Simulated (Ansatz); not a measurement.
Abstraction of F: CH7FSi2 + C2HF2Sn → SiH2(CH3)(SiH2) + C2HF3Sn

Species: CH7FSi2 `C[SiH2][SiH2]F`, singlet; C2HF2Sn `C#[C][Sn]([F])[F]`, doublet; SiH2(CH3)(SiH2), doublet; C2HF3Sn `C#[C][Sn]([F])([F])[F]`, singlet. A radical takes F: the energy is the difference in strength between the Si–F bond broken and the Sn–F bond made.

Shapes, held fixed at every level: PBE0-D4/def2-TZVP. Flexible molecules stand in one conformer, not always the lowest. Programs: Ansatz 0.2.0. The zero-point and thermal change to 298 K, harmonic and unscaled (PBE0-D4/def2-TZVP), is -4.1 kJ/mol.

| level | kind | ΔH(298 K) (kJ/mol) | less CCSD(T)/def2-TZVPP |
| --- | --- | --- | --- |
| PBE-D4/def2-TZVPP | GGA | +132.2 | +7.2 |
| B3LYP-D4/def2-TZVPP | global hybrid | +142.8 | +17.8 |
| r2SCAN0-D4/def2-TZVPP | global hybrid | +130.7 | +5.7 |
| wB97M-V/def2-TZVPP | range-separated hybrid | +140.2 | +15.2 |
| wB97X-V/def2-TZVPP | range-separated hybrid | +131.3 | +6.3 |
| CCSD(T)/def2-SVP | coupled cluster or CI | +108.3 | -16.7 |
| CCSD/def2-TZVPP | coupled cluster or CI | +127.1 | +2.1 |
| CCSD(T)/def2-TZVPP | coupled cluster or CI | +125.0 | 0.0 |

The highest level, CCSD(T)/def2-TZVPP, gives ΔH(298 K) = +125.0 kJ/mol; the levels span +108.3 to +142.8. The column of differences is taken from that level and isn't an error. No measured value is set beside it here. Open shells run unrestricted. For atoms past krypton def2 sets carry core potentials with scalar relativity. Outer-core shells of Sn are correlated in most correlated rows, in sets that cover them unevenly.

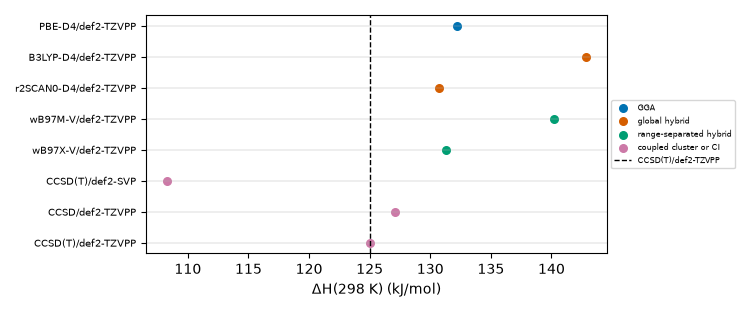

The values of the table, level by level.
